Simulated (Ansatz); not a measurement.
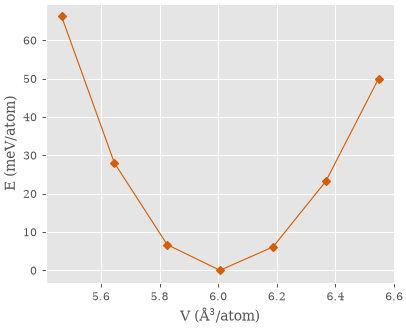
*BC5 in space group I-4m2 (No. 119; B on 2c, C on 4e, C on 2b, C on 4f) under volume change, the program Ansatz at the PBE level (PAW), shape and atoms relaxed at each volume.*

**Question.** What does a third-order Birch–Murnaghan fit give for V₀, B₀ and B′?

**Answer.** V₀ = 6.01 Å³/atom, B₀ = 377 GPa, B′ = 3.7.

The workflow started from a Materials Project entry (that database holds measured and hypothetical structures alike); the Crystallography Open Database copy checked does not list it. Its standing as an ambient phase is unchecked. The PBE relaxation kept the symmetry of its start; whether a distortion lowers the energy is not shown. Its formation energy is positive at this level, so the cell may be metastable or incomplete.

Potentials: the later of the program's two PAW sets.
